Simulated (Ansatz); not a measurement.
```yaml
atoms:
  - { symbol: Al, position_ang: [0.0000, 0.0000, 0.0364] }
  - { symbol: Cl, position_ang: [0.0000, 0.0000, 2.1104] }
  - { symbol: F, position_ang: [1.4195, 0.0000, -0.8034] }
  - { symbol: F, position_ang: [-1.4195, 0.0000, -0.8034] }
```

Theory: RKS B3LYP/def2-SVP in Ansatz 0.2.0.

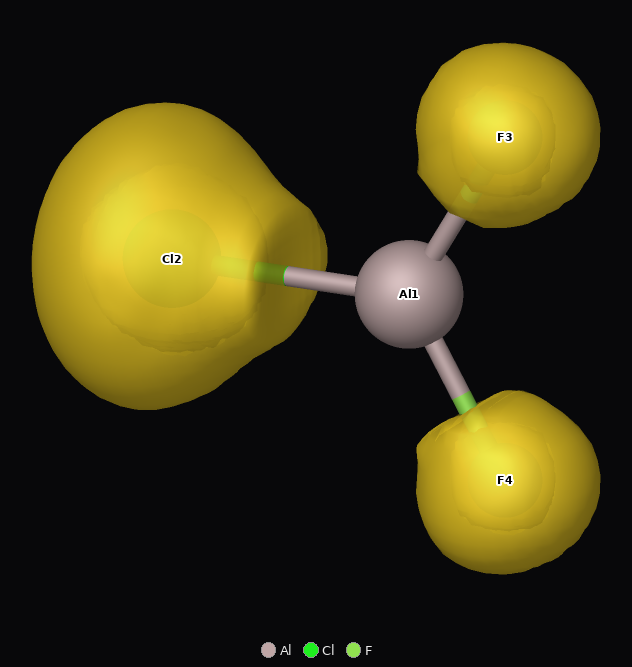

AlClF$_{2}$. Isosurface of the ELF at 0.8 (yellow), seen at a tilt. Core shells and regions of very low density are left out.

**Where are the electrons localised?**

The surface consists of one region on Cl in which the atom's valence shell and bonds are merged and two regions wrapped around F (the valence shell of each). Profiles from the grid: Al–F (1.65 Å): the ELF peaks at about 0.85 in the valence shell of F, 0.6 Å from its nucleus, and is about 0.30 at the midpoint. Al–Cl (2.07 Å): the ELF peaks at about 0.90 in the valence shell of Cl, 0.9 Å from its nucleus, and is about 0.80 at the midpoint.
